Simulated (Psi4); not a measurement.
# CISD/cc-pV(D+d)Z run of [BF2]+ (SMILES F[B+]F)

What is the energy change on altering one bond length of [BF2]+ at CISD/cc-pV(D+d)Z? 

The results are computed with Psi4 1.11.

1 further run of the same task is left out (set aside as unsound or not needed).

**1. The molecule**

[BF2]+: 3 atoms, total charge +1, spin state singlet. As SMILES, `F[B+]F`. The shape is that of a GFN2-xTB optimisation.

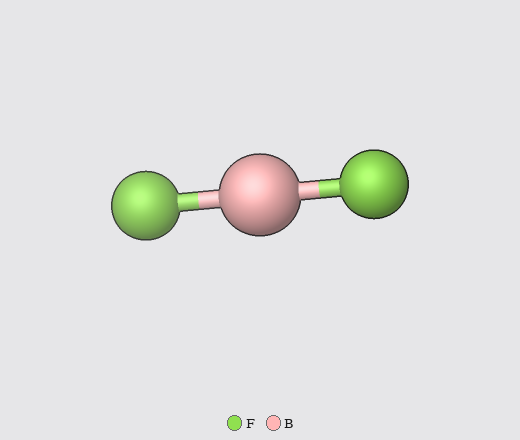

Viewed from a chosen angle; fluorine green, boron pink.

**2. The energy at CISD/cc-pV(D+d)Z**

The input, calc.dat:

```
memory 1600 mb

molecule {
  1 1
  F      0.327370     1.133870     0.305680
  B      0.000740    -0.000320     0.000370
  F     -0.328120    -1.133550    -0.306050
}

set {
  basis cc-pV(D+d)Z
  reference rhf
  scf_type pk
  freeze_core true
}

E = energy("cisd")
```

Started as:

```
$ psi4 -i calc.dat -o calc.out -n 1
```

calc.out:

```text
[...]
  Running in cs symmetry.
[...]
  Nuclear repulsion =   56.645161755190436
[...]
  Multiplicity = 1
[...]
  Nalpha       = 11
  Nbeta        = 11
[...]
    Number of basis functions: 42
[...]
   @RHF iter   1:  -223.24541961678798   -2.44848e-01   1.15857e-02 ADIIS/DIIS
[...]
   @RHF iter   9:  -223.30556515920330   -3.52429e-12   8.77199e-09 DIIS
[...]
    Orbital Energies [Eh]
    ---------------------
    Doubly Occupied:
       1Ap   -26.721621     2Ap   -26.721609     3Ap    -8.183617
       4Ap    -2.051238     5Ap    -2.045353     6Ap    -1.182248
       7Ap    -1.175716     1App   -1.103079     8Ap    -1.103079
       2App   -1.044143     9Ap    -1.044143
[...]
  @RHF Final Energy:  -223.30556515920330
   => Energetics <=
    Nuclear Repulsion Energy =             56.6451617551904363
    One-Electron Energy =                -415.1497638428594428
    Two-Electron Energy =                 135.1990369284657163
    Total Energy =                       -223.3055651592032973
[...]
 Multipole Moments:
 ------------------------------------------------------------------------------------
     Multipole            Electronic (a.u.)      Nuclear  (a.u.)        Total (a.u.)
 ------------------------------------------------------------------------------------
 L = 1.  Multiply by 2.5417464519 to convert [e a0] to [Debye]
 Dipole X            :          0.0034524           -0.0003927            0.0030596
 Dipole Y            :         -0.0013521            0.0001522           -0.0011999
 Dipole Z            :          0.0000000            0.0000000            0.0000000
 Magnitude           :                                                    0.0032865
[...]
      * SCS-MP2 total energy:                 -223.728176846283
[...]
      * MP2 total energy:                     -223.745671720539
[...]
      * CISD total energy:                    -223.715222959859
[...]
```

Wall time 4.2 s (1 thread of Intel Xeon Platinum 8259CL at 2.50GHz (Skylake/Cascade Lake), shared host); peak memory 0.22 GiB.

**3. The distorted shape, same level**

The input, calc.in:

```
memory 1600 mb

molecule molecule1 {
  1 1
  F      1.05069339     3.64297056     0.98150485
  B      0.00139840    -0.00060471     0.00069920
  F     -0.62005694    -2.14209905    -0.57835068
  units bohr
}

set globals {
  basis       cc-pV(D+d)Z
  reference   rhf
  scf_type    pk
  freeze_core true
}

energy("cisd")
print_variables()
```

Started as:

```
$ psi4 -i calc.in -o calc.out -n 1
```

calc.out:

```text
[...]
  Running in cs symmetry.
[...]
  Nuclear repulsion =   44.044875592449515
[...]
  Multiplicity = 1
[...]
  Nalpha       = 11
  Nbeta        = 11
[...]
    Number of basis functions: 42
[...]
   @RHF iter   1:  -222.81979203217998   -4.58997e-01   1.72650e-02 DIIS/ADIIS
[...]
   @RHF iter  14:  -223.06507553267039   -3.80851e-12   4.08280e-09 DIIS
[...]
    Orbital Energies [Eh]
    ---------------------
    Doubly Occupied:
       1Ap   -26.750180     2Ap   -26.660740     3Ap    -8.231108
       4Ap    -2.073151     5Ap    -1.818805     6Ap    -1.206190
       7Ap    -1.094656     1App   -1.094656     8Ap    -0.937308
       2App   -0.937308     9Ap    -0.851754
[...]
  @RHF Final Energy:  -223.06507553267039
   => Energetics <=
    Nuclear Repulsion Energy =             44.0448755924495146
    One-Electron Energy =                -390.9081886552333458
    Two-Electron Energy =                 123.7982375301134539
    Total Energy =                       -223.0650755326703916
[...]
 Multipole Moments:
 ------------------------------------------------------------------------------------
     Multipole            Electronic (a.u.)      Nuclear  (a.u.)        Total (a.u.)
 ------------------------------------------------------------------------------------
 L = 1.  Multiply by 2.5417464519 to convert [e a0] to [Debye]
 Dipole X            :         -0.3388950            0.0474273           -0.2914677
 Dipole Y            :         -0.9009907            0.1260196           -0.7749711
 Dipole Z            :          0.0000000            0.0000000            0.0000000
 Magnitude           :                                                    0.8279696
[...]
      * SCS-MP2 total energy:                 -223.523353937889
[...]
      * MP2 total energy:                     -223.533958495743
[...]
      * CISD total energy:                    -223.497961162516
[...]
```

Wall time 3.9 s (1 thread of Intel Xeon Platinum 8259CL at 2.50GHz (Skylake/Cascade Lake), shared host); peak memory 0.22 GiB.

**4. What came out**

Level: CISD/cc-pV(D+d)Z, 3 core orbitals frozen.

```
                                                         quantity          value
                                        first shape: total energy  -223.71522 Eh
                 first shape: HOMO energy (Hartree–Fock orbitals)      -28.41 eV
                 first shape: LUMO energy (Hartree–Fock orbitals)       -4.38 eV
               first shape: HOMO–LUMO gap (Hartree–Fock orbitals)       24.04 eV
         first shape: correlation energy (3 core orbitals frozen)     -409.7 mEh
                                    distorted shape: total energy  -223.49796 Eh
             distorted shape: HOMO energy (Hartree–Fock orbitals)      -23.18 eV
             distorted shape: LUMO energy (Hartree–Fock orbitals)       -9.40 eV
           distorted shape: HOMO–LUMO gap (Hartree–Fock orbitals)       13.78 eV
     distorted shape: correlation energy (3 core orbitals frozen)     -432.9 mEh
energy change with the F1–B2 bond stretched from 1.219 to 2.073 Å       5.912 eV
```

With the F1–B2 bond stretched from 1.219 to 2.073 Å the energy rises by 5.91 eV (136 kcal/mol). The first shape isn't relaxed at this level, so the change isn't measured from a minimum.
